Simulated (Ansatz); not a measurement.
Level of theory: PBE (plane waves to 420 eV, PAW; Ansatz, an electronic-structure program).

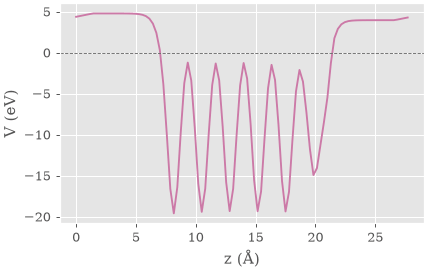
Electrostatic potential energy of an electron, averaged over planes parallel to the surface, in eV from the Fermi level, for a constructed model of the (110) surface of bcc Ta, a cell of two sites (a+b, b-a) surface alloy, Pb on one Ta site of the top plane (bottom of the slab: a bare face, its two planes held)

Model: 12-atom slab, 11.7 Å thick at the start, 11x8x1 mesh, Fermi-Dirac 0.1 eV, dipole correction, 4 atoms held, the rest relaxed; held to the start's symmetry, so lower structures may exist; no spin, no spin-orbit, no U. It is one candidate, not shown to be the stable structure of the face.

The vacuum level lies 3.96 eV above the Fermi level over the top face and 4.78 eV above it under the bottom face.
